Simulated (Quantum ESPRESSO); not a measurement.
# 1T-PtS2, 1 layer, stepped through biaxial strain, part 2 of 6

Aim: how the results for 1T-PtS2, 1 layer change with biaxial strain.

Quantum ESPRESSO 7.5; plane-wave DFT, PBE, GBRV ultrasoft pseudopotentials.

So far. Step 2 (Variable-cell relaxation of the reference):  The last row is no step: it is a fresh SCF in the final cell with a new plane-wave basis, -0 meV from the row before.

### 3. Relaxing the ions, -4 %

Contents of m0.relax.in:

```
&control
  prefix = 'm0.relax'
  outdir = './out'
  pseudo_dir = './pseudo'
  nstep = 40
  forc_conv_thr = 0.0003
  calculation = 'relax'
  tstress = .true.
/
&system
  ibrav = 0
  nat = 3
  ntyp = 2
  ecutwfc = 50
  ecutrho = 250
  occupations = 'smearing'
  smearing = 'fd'
  degauss = 0.002
/
&electrons
  conv_thr = 1e-09
  mixing_beta = 0.4
  electron_maxstep = 120
  mixing_mode = 'plain'
/
&ions
/
ATOMIC_SPECIES
  S   32.0600  s_pbe_v1.4.uspp.F.UPF
  Pt  195.0840  pt_pbe_v1.4.uspp.F.UPF
CELL_PARAMETERS angstrom
  3.42968649312000 0.00000000000000 0.00000000000000
  -1.71484324608000 2.97019562976000 0.00000000000000
  0.00000000000000 0.00000000000000 17.01408639300000
ATOMIC_POSITIONS crystal
  S   0.666666666700 0.333333333300 0.427769311600
  Pt  0.000000000000 0.000000000000 0.500000000000
  S   0.333333333300 0.666666666700 0.572230688400
K_POINTS automatic
  12 12 1 0 0 0
```

Launch:

```bash
$ OMP_NUM_THREADS=1 mpirun -n 4 pw.x -nk 4 -in m0.relax.in > m0.relax.out
```

Output:

```text
[banner, memory and clock lines left out]
Program PWSCF v.7.5 starts
[citation notice left out]

[...]
Message from routine setup:
[...]
bravais-lattice index     =            0
     lattice parameter (alat)  =       6.4812  a.u.
     unit-cell volume          =    1169.6198 (a.u.)^3
     number of atoms/cell      =            3
     number of atomic types    =            2
     number of electrons       =        28.00
     number of Kohn-Sham states=           18
     kinetic-energy cutoff     =      50.0000  Ry
     charge density cutoff     =     250.0000  Ry
     scf convergence threshold =      1.0E-09
     mixing beta               =       0.4000
     number of iterations used =            8  plain     mixing
     energy convergence thresh.=      1.0E-04
     force convergence thresh. =      3.0E-04
     Exchange-correlation=  SLA  PW   PBX  PBC
                           (   1   4   3   4   0   0   0)
     nstep                     =           40

[...]
PseudoPot. # 1 for S  read from file:
     ./pseudo/s_pbe_v1.4.uspp.F.UPF
     Pseudo is Ultrasoft + core correction, Zval =  6.0
     Generated by new atomic code, or converted to UPF format
     Using radial grid of  907 points,  6 beta functions with:
                l(1) =   0
                l(2) =   0
                l(3) =   1
                l(4) =   1
                l(5) =   2
                l(6) =   2
     Q(r) pseudized with  8 coefficients,  rinner =    1.300   1.300   1.300
                                                       1.300   1.300

     PseudoPot. # 2 for Pt read from file:
     ./pseudo/pt_pbe_v1.4.uspp.F.UPF
     Pseudo is Ultrasoft + core correction, Zval = 16.0
     Generated by new atomic code, or converted to UPF format
     Using radial grid of  985 points,  6 beta functions with:
                l(1) =   0
                l(2) =   0
                l(3) =   1
                l(4) =   1
                l(5) =   2
                l(6) =   2
     Q(r) pseudized with  8 coefficients,  rinner =    1.300   1.300   1.300
                                                       1.300   1.300

     atomic species   valence    mass     pseudopotential
     S                 6.00    32.06000     S ( 1.00)
     Pt               16.00   195.08400     Pt( 1.00)

     12 Sym. Ops., with inversion, found

[...]
number of k points=    19  Fermi-Dirac smearing, width (Ry)=  0.0020
[...]
Dense  grid:    78101 G-vectors     FFT dimensions: (  36,  36, 162)

     Smooth grid:    55987 G-vectors     FFT dimensions: (  30,  30, 150)

     Initial potential from superposition of free atoms

     starting charge      27.4999, renormalised to      28.0000

     negative rho (up, down):  1.871E-01 0.000E+00
     Starting wfcs are   20 randomized atomic wfcs

     per-process dynamical memory:    63.1 Mb

     Self-consistent Calculation

     iteration #  1     ecut=    50.00 Ry     beta= 0.40
     Davidson diagonalization with overlap
     ethr =  1.00E-02,  avg # of iterations =  5.3

     negative rho (up, down):  1.761E-01 0.000E+00

     total energy              =    -258.24942197 Ry
     estimated scf accuracy    <       2.00525093 Ry

     iteration #  2     ecut=    50.00 Ry     beta= 0.40
[...]
negative rho (up, down):  1.779E-01 0.000E+00

[...]
total energy              =    -258.82006100 Ry
     estimated scf accuracy    <       0.91383790 Ry

     iteration #  3     ecut=    50.00 Ry     beta= 0.40
[...]
negative rho (up, down):  1.760E-01 0.000E+00

[...]
total energy              =    -258.94685591 Ry
     estimated scf accuracy    <       0.01891209 Ry

     iteration #  4     ecut=    50.00 Ry     beta= 0.40
[...]
negative rho (up, down):  1.752E-01 0.000E+00

[...]
total energy              =    -258.95150487 Ry
     estimated scf accuracy    <       0.01426088 Ry

     iteration #  5     ecut=    50.00 Ry     beta= 0.40
[...]
negative rho (up, down):  1.750E-01 0.000E+00

[...]
total energy              =    -258.95478213 Ry
     estimated scf accuracy    <       0.00893161 Ry

     iteration #  6     ecut=    50.00 Ry     beta= 0.40
[...]
negative rho (up, down):  1.750E-01 0.000E+00

[...]
total energy              =    -258.95654619 Ry
     estimated scf accuracy    <       0.00013129 Ry

[...]
iteration #  9     ecut=    50.00 Ry     beta= 0.40
[...]
negative rho (up, down):  1.751E-01 0.000E+00

[...]
total energy              =    -258.95662033 Ry
     estimated scf accuracy    <       0.00000015 Ry

     iteration # 10     ecut=    50.00 Ry     beta= 0.40
[...]
negative rho (up, down):  1.751E-01 0.000E+00

[...]
total energy              =    -258.95662037 Ry
     estimated scf accuracy    <       0.00000005 Ry

     iteration # 11     ecut=    50.00 Ry     beta= 0.40
[...]
negative rho (up, down):  1.751E-01 0.000E+00

[...]
total energy              =    -258.95662038 Ry
     estimated scf accuracy    <          1.4E-09 Ry

     iteration # 12     ecut=    50.00 Ry     beta= 0.40
[...]
negative rho (up, down):  1.751E-01 0.000E+00

[...]
End of self-consistent calculation

          k = 0.0000 0.0000 0.0000 (  7027 PWs)   bands (ev):

   -54.2207 -54.2207 -54.1695 -15.8439 -13.3011  -7.2457  -7.2457  -6.9961
    -4.4106  -4.4106  -2.0522  -2.0513  -1.3531  -1.3531   2.4278   2.4278
     4.2271   4.4777

          k = 0.0000 0.0962 0.0000 (  7013 PWs)   bands (ev):

   -54.2231 -54.2213 -54.1692 -15.7420 -13.3253  -7.2454  -7.1842  -6.9044
    -4.5540  -4.4864  -2.4225  -1.8971  -1.3007  -1.2182   1.9279   2.2849
     4.3858   4.6706

[...]
the Fermi energy is    -0.1627 ev

!    total energy              =    -258.95662038 Ry
     estimated scf accuracy    <          6.0E-10 Ry
     smearing contrib. (-TS)   =      -0.00000000 Ry
     internal energy E=F+TS    =    -258.95662038 Ry

     The total energy is F=E-TS. E is the sum of the following terms:
     one-electron contribution =    -993.94838502 Ry
     hartree contribution      =     500.51378052 Ry
     xc contribution           =     -73.90838732 Ry
     ewald contribution        =     308.38637144 Ry

     convergence has been achieved in  12 iterations

     negative rho (up, down):  1.751E-01 0.000E+00

     Forces acting on atoms (cartesian axes, Ry/au):

     atom    1 type  1   force =     0.00000000    0.00000000   -0.04723840
     atom    2 type  2   force =     0.00000000    0.00000000    0.00000000
     atom    3 type  1   force =     0.00000000    0.00000000    0.04723840

     Total force =     0.066805     Total SCF correction =     0.000070

     Computing stress (Cartesian axis) and pressure

     negative rho (up, down):  1.751E-01 0.000E+00
          total   stress  (Ry/bohr**3)                   (kbar)     P=       44.42
   0.00035977  -0.00000000   0.00000000           52.92       -0.00        0.00
  -0.00000000   0.00035977   0.00000000           -0.00       52.92        0.00
   0.00000000   0.00000000   0.00018631            0.00        0.00       27.41

     BFGS Geometry Optimization
     Energy error            =      4.5E-03 Ry
     Gradient error          =      4.7E-02 Ry/Bohr

     number of scf cycles    =   1
     number of bfgs steps    =   0

     energy             new  =    -258.9566203802 Ry

     new trust radius        =       0.0472383960 bohr
     new conv_thr            =       0.0000000010 Ry

ATOMIC_POSITIONS (crystal)
S                0.6666666667        0.3333333333        0.4263000889
Pt               0.0000000000        0.0000000000        0.5000000000
S                0.3333333333        0.6666666667        0.5736999111

[...]
NEW-OLD atomic charge density approx. for the potential

     negative rho (up, down):  1.751E-01 0.000E+00

     per-process dynamical memory:    68.0 Mb

[...]
!    total energy              =    -258.96037497 Ry
[...]
Total force =     0.045697     Total SCF correction =     0.000061
[...]
number of bfgs steps    =   1
[...]
energy             new  =    -258.9603749661 Ry
[...]
new trust radius        =       0.0519622356 bohr
[...]
!    total energy              =    -258.96290609 Ry
[...]
Total force =     0.023347     Total SCF correction =     0.000036
[...]
number of bfgs steps    =   2
[...]
energy             new  =    -258.9629060867 Ry
[...]
new trust radius        =       0.0542809097 bohr
[...]
!    total energy              =    -258.96384243 Ry
[...]
Total force =     0.001287     Total SCF correction =     0.000036
[...]
number of bfgs steps    =   3
[...]
energy             new  =    -258.9638424330 Ry
[...]
new trust radius        =       0.0031663668 bohr
[...]
Self-consistent Calculation

     iteration #  1     ecut=    50.00 Ry     beta= 0.40
     Davidson diagonalization with overlap
     ethr =  1.00E-06,  avg # of iterations =  2.1

     Threshold (ethr) on eigenvalues was too large:
     Diagonalizing with lowered threshold

     Davidson diagonalization with overlap
     ethr =  1.07E-08,  avg # of iterations =  4.3

     negative rho (up, down):  1.756E-01 0.000E+00

     total energy              =    -258.96384534 Ry
     estimated scf accuracy    <       0.00000051 Ry

[...]
iteration #  8     ecut=    50.00 Ry     beta= 0.40
[...]
negative rho (up, down):  1.756E-01 0.000E+00

[...]
End of self-consistent calculation

          k = 0.0000 0.0000 0.0000 (  7027 PWs)   bands (ev):

   -54.0316 -54.0029 -54.0029 -15.3950 -13.3110  -6.8178  -6.6479  -6.6479
    -4.1240  -4.1240  -2.2483  -2.1448  -1.2107  -1.2107   2.1360   2.1360
     4.1568   4.6108

          k = 0.0000 0.0962 0.0000 (  7013 PWs)   bands (ev):

   -54.0313 -54.0051 -54.0035 -15.2986 -13.3175  -6.7286  -6.6701  -6.5944
    -4.2644  -4.1939  -2.5213  -2.0024  -1.1742  -1.1611   1.6926   2.0179
     4.3292   4.7559

[...]
the Fermi energy is    -0.3449 ev

!    total energy              =    -258.96384542 Ry
     estimated scf accuracy    <          1.1E-12 Ry
     smearing contrib. (-TS)   =      -0.00000000 Ry
     internal energy E=F+TS    =    -258.96384542 Ry

     The total energy is F=E-TS. E is the sum of the following terms:
     one-electron contribution =    -974.85849343 Ry
     hartree contribution      =     491.10889298 Ry
     xc contribution           =     -73.78656950 Ry
     ewald contribution        =     298.57232454 Ry

     convergence has been achieved in   8 iterations

     negative rho (up, down):  1.756E-01 0.000E+00

     Forces acting on atoms (cartesian axes, Ry/au):

     atom    1 type  1   force =     0.00000000    0.00000000   -0.00003355
     atom    2 type  2   force =     0.00000000    0.00000000    0.00000000
     atom    3 type  1   force =    -0.00000000   -0.00000000    0.00003355

     Total force =     0.000047     Total SCF correction =     0.000001

     Computing stress (Cartesian axis) and pressure

     negative rho (up, down):  1.756E-01 0.000E+00
          total   stress  (Ry/bohr**3)                   (kbar)     P=       19.09
   0.00019503  -0.00000000   0.00000000           28.69       -0.00        0.00
  -0.00000000   0.00019503   0.00000000           -0.00       28.69        0.00
   0.00000000   0.00000000  -0.00000072            0.00        0.00       -0.11

     Energy error            =      3.0E-06 Ry
     Gradient error          =      3.4E-05 Ry/Bohr

     bfgs converged in   5 scf cycles and   4 bfgs steps
     (criteria: energy <  1.0E-04 Ry, force <  3.0E-04 Ry/Bohr)

     End of BFGS Geometry Optimization

     Final energy             =    -258.9638454246 Ry

     File ./out/m0.relax.bfgs deleted, as requested
Begin final coordinates

ATOMIC_POSITIONS (crystal)
S                0.6666666667        0.3333333333        0.4228972014
Pt               0.0000000000        0.0000000000        0.5000000000
S                0.3333333333        0.6666666667        0.5771027986
End final coordinates

[...]
```

The job ended after 50 s (4 MPI ranks of AMD EPYC 9R14 (Zen 4), shared host; peak memory 0.63 GiB).

The steps of the relaxation:

| step | energy less that of the first step (eV) | largest force (eV/Å) |
| --- | --- | --- |
| 1 | 0.0000 | 1.2145 |
| 2 | -0.0511 | 0.8308 |
| 3 | -0.0855 | 0.4245 |
| 4 | -0.0983 | 0.0234 |
| 5 | -0.0983 | 0.0009 |

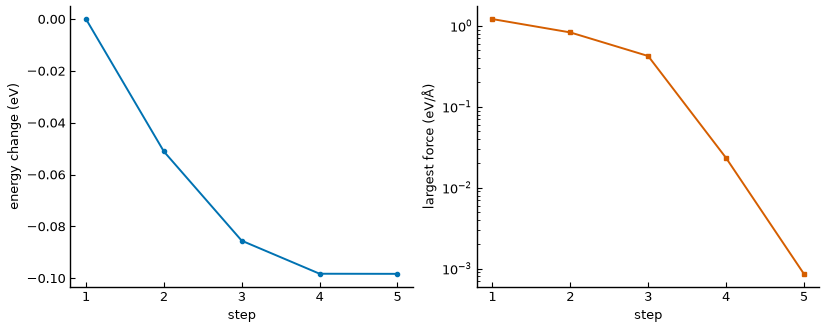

Energy and largest force along the relaxation.

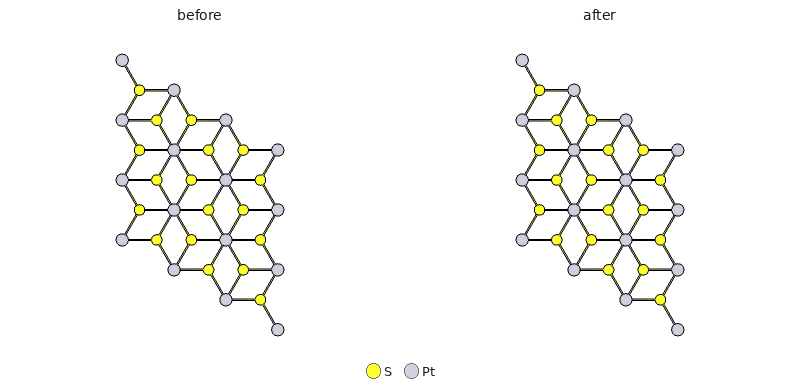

Before and after, at one scale.

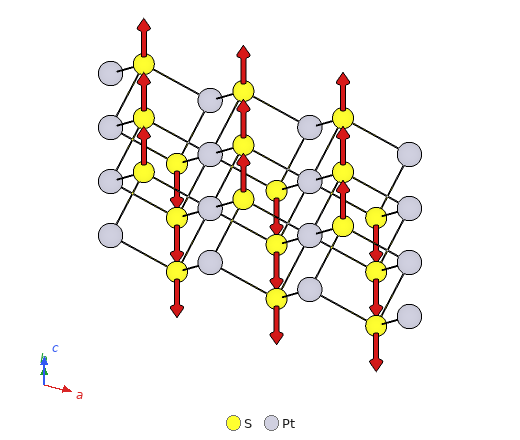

Displacements in the relaxation, exaggerated; the longest in the cell stands for 0.08 Å. 3×3×1 cells are drawn. Some periodic images of atoms are drawn too.

The atoms that moved most (Å):

| atom | dx | dy | dz | length |
| --- | --- | --- | --- | --- |
| S1 | 0.000 | 0.000 | -0.083 | 0.083 |
| S3 | 0.000 | 0.000 | 0.083 | 0.083 |

Final coordinates:

```cif
data_structure
_symmetry_space_group_name_H-M 'P 1'
_symmetry_Int_Tables_number 1
_cell_length_a 3.4297
_cell_length_b 3.4297
_cell_length_c 17.0141
_cell_angle_alpha 90.000
_cell_angle_beta 90.000
_cell_angle_gamma 120.000
_cell_volume 173.32
loop_
_atom_site_label
_atom_site_type_symbol
_atom_site_fract_x
_atom_site_fract_y
_atom_site_fract_z
_atom_site_occupancy
S1 S 0.66667 0.33333 0.42290 1
Pt2 Pt 0.00000 0.00000 0.50000 1
S3 S 0.33333 0.66667 0.57710 1
```

The relaxation lowers the energy by 33 meV an atom.

Read from the output:

```
free energy  : -3523.3826 eV
Fermi energy : -0.3449 eV
```

### 4. Self-consistent run, -4 %

The self-consistent run of this member.

Contents of m0.scf.in:

```
&control
  prefix = 'm0.scf'
  outdir = './out'
  pseudo_dir = './pseudo'
  calculation = 'scf'
  tprnfor = .true.
/
&system
  ibrav = 0
  nat = 3
  ntyp = 2
  ecutwfc = 40
  ecutrho = 200
  occupations = 'smearing'
  smearing = 'fd'
  degauss = 0.002
  nbnd = 18
/
&electrons
  conv_thr = 1e-09
  mixing_beta = 0.4
  electron_maxstep = 120
  mixing_mode = 'plain'
/
ATOMIC_SPECIES
  S   32.0600  s_pbe_v1.4.uspp.F.UPF
  Pt  195.0840  pt_pbe_v1.4.uspp.F.UPF
CELL_PARAMETERS angstrom
  3.42968649312000 0.00000000000000 0.00000000000000
  -1.71484324608000 2.97019562976000 0.00000000000000
  0.00000000000000 0.00000000000000 17.01408639300000
ATOMIC_POSITIONS crystal
  S   0.666666666700 0.333333333300 0.422897201400
  Pt  0.000000000000 0.000000000000 0.500000000000
  S   0.333333333300 0.666666666700 0.577102798600
K_POINTS automatic
  12 12 1 0 0 0
```

Launch:

```bash
$ OMP_NUM_THREADS=1 mpirun -n 4 pw.x -nk 4 -in m0.scf.in > m0.scf.out
```

Output:

```text
[banner, memory and clock lines left out]
Program PWSCF v.7.5 starts
[citation notice left out]

[...]
Message from routine setup:
[...]
bravais-lattice index     =            0
     lattice parameter (alat)  =       6.4812  a.u.
     unit-cell volume          =    1169.6198 (a.u.)^3
     number of atoms/cell      =            3
     number of atomic types    =            2
     number of electrons       =        28.00
     number of Kohn-Sham states=           18
     kinetic-energy cutoff     =      40.0000  Ry
     charge density cutoff     =     200.0000  Ry
     scf convergence threshold =      1.0E-09
     mixing beta               =       0.4000
     number of iterations used =            8  plain     mixing
     Exchange-correlation=  SLA  PW   PBX  PBC
                           (   1   4   3   4   0   0   0)

[...]
PseudoPot. # 1 for S  read from file:
     ./pseudo/s_pbe_v1.4.uspp.F.UPF
     Pseudo is Ultrasoft + core correction, Zval =  6.0
     Generated by new atomic code, or converted to UPF format
     Using radial grid of  907 points,  6 beta functions with:
                l(1) =   0
                l(2) =   0
                l(3) =   1
                l(4) =   1
                l(5) =   2
                l(6) =   2
     Q(r) pseudized with  8 coefficients,  rinner =    1.300   1.300   1.300
                                                       1.300   1.300

     PseudoPot. # 2 for Pt read from file:
     ./pseudo/pt_pbe_v1.4.uspp.F.UPF
     Pseudo is Ultrasoft + core correction, Zval = 16.0
     Generated by new atomic code, or converted to UPF format
     Using radial grid of  985 points,  6 beta functions with:
                l(1) =   0
                l(2) =   0
                l(3) =   1
                l(4) =   1
                l(5) =   2
                l(6) =   2
     Q(r) pseudized with  8 coefficients,  rinner =    1.300   1.300   1.300
                                                       1.300   1.300

     atomic species   valence    mass     pseudopotential
     S                 6.00    32.06000     S ( 1.00)
     Pt               16.00   195.08400     Pt( 1.00)

     12 Sym. Ops., with inversion, found

[...]
number of k points=    19  Fermi-Dirac smearing, width (Ry)=  0.0020
[...]
Dense  grid:    55987 G-vectors     FFT dimensions: (  30,  30, 150)

     Smooth grid:    39819 G-vectors     FFT dimensions: (  27,  27, 135)

     Initial potential from superposition of free atoms

     starting charge      27.4999, renormalised to      28.0000

     negative rho (up, down):  1.817E-01 0.000E+00
     Starting wfcs are   20 randomized atomic wfcs

     per-process dynamical memory:    47.5 Mb

     Self-consistent Calculation

     iteration #  1     ecut=    40.00 Ry     beta= 0.40
     Davidson diagonalization with overlap
     ethr =  1.00E-02,  avg # of iterations =  5.2

     negative rho (up, down):  1.715E-01 0.000E+00

     total energy              =    -258.22675384 Ry
     estimated scf accuracy    <       2.04620162 Ry

     iteration #  2     ecut=    40.00 Ry     beta= 0.40
[...]
negative rho (up, down):  1.736E-01 0.000E+00

[...]
total energy              =    -258.78982191 Ry
     estimated scf accuracy    <       1.18354040 Ry

     iteration #  3     ecut=    40.00 Ry     beta= 0.40
[...]
negative rho (up, down):  1.724E-01 0.000E+00

[...]
total energy              =    -258.95342618 Ry
     estimated scf accuracy    <       0.01847139 Ry

     iteration #  4     ecut=    40.00 Ry     beta= 0.40
[...]
negative rho (up, down):  1.720E-01 0.000E+00

[...]
total energy              =    -258.95836374 Ry
     estimated scf accuracy    <       0.01204350 Ry

     iteration #  5     ecut=    40.00 Ry     beta= 0.40
[...]
negative rho (up, down):  1.721E-01 0.000E+00

[...]
total energy              =    -258.96082156 Ry
     estimated scf accuracy    <       0.00696060 Ry

     iteration #  6     ecut=    40.00 Ry     beta= 0.40
[...]
negative rho (up, down):  1.721E-01 0.000E+00

[...]
total energy              =    -258.96224494 Ry
     estimated scf accuracy    <       0.00023667 Ry

[...]
iteration #  9     ecut=    40.00 Ry     beta= 0.40
[...]
negative rho (up, down):  1.722E-01 0.000E+00

[...]
total energy              =    -258.96232472 Ry
     estimated scf accuracy    <       0.00000005 Ry

     iteration # 10     ecut=    40.00 Ry     beta= 0.40
[...]
negative rho (up, down):  1.722E-01 0.000E+00

[...]
total energy              =    -258.96232472 Ry
     estimated scf accuracy    <       0.00000014 Ry

     iteration # 11     ecut=    40.00 Ry     beta= 0.40
[...]
negative rho (up, down):  1.722E-01 0.000E+00

[...]
total energy              =    -258.96232475 Ry
     estimated scf accuracy    <       0.00000002 Ry

     iteration # 12     ecut=    40.00 Ry     beta= 0.40
[...]
negative rho (up, down):  1.722E-01 0.000E+00

[...]
End of self-consistent calculation

          k = 0.0000 0.0000 0.0000 (  5033 PWs)   bands (ev):

   -54.0333 -54.0047 -54.0047 -15.3945 -13.3107  -6.8178  -6.6483  -6.6483
    -4.1244  -4.1244  -2.2483  -2.1446  -1.2104  -1.2104   2.1359   2.1359
     4.1660   4.6190

          k = 0.0000 0.0962 0.0000 (  5051 PWs)   bands (ev):

   -54.0331 -54.0069 -54.0053 -15.2981 -13.3172  -6.7286  -6.6705  -6.5949
    -4.2649  -4.1943  -2.5212  -2.0022  -1.1740  -1.1608   1.6925   2.0178
     4.3395   4.7652

[...]
the Fermi energy is    -0.3444 ev

!    total energy              =    -258.96232476 Ry
     estimated scf accuracy    <          6.2E-10 Ry
     smearing contrib. (-TS)   =      -0.00000000 Ry
     internal energy E=F+TS    =    -258.96232476 Ry

     The total energy is F=E-TS. E is the sum of the following terms:
     one-electron contribution =    -974.85126414 Ry
     hartree contribution      =     491.10475408 Ry
     xc contribution           =     -73.78813913 Ry
     ewald contribution        =     298.57232443 Ry

     convergence has been achieved in  12 iterations

     negative rho (up, down):  1.722E-01 0.000E+00

     Forces acting on atoms (cartesian axes, Ry/au):

     atom    1 type  1   force =     0.00000000    0.00000000   -0.00016281
     atom    2 type  2   force =     0.00000000    0.00000000    0.00000000
     atom    3 type  1   force =     0.00000000    0.00000000    0.00016281

     Total force =     0.000230     Total SCF correction =     0.000076
     SCF correction compared to forces is large: reduce conv_thr to get better values

[...]
```

It took 10 s on 4 MPI ranks; peak memory 0.38 GiB.

This step gave:

| Property | Result |
| --- | --- |
| free energy | -3523.3619 eV |
| Fermi energy | -0.3444 eV |
| valence top, on the run's zero | -1.124 eV |
| conduction bottom, on the run's zero | 0.6251 eV |
| gap by band count | 1.749 eV |

(Continued in part 3 of 6.)

[Logs are printed without paths, hosts, clocks, repeated set-up lines and the standing remarks that a program may print on its own settings, such as how far it seeks lower states.]

[Hosts, paths, dates, database ids (printed as entryN), source tags and the programs' standing remarks are cut or masked in the printed files.]

[Maps of the electrostatic potential energy from Ansatz leave out the sawtooth potential of an applied field or a dipole correction, so their vacuum need not be flat; planar profiles and work functions include it.]
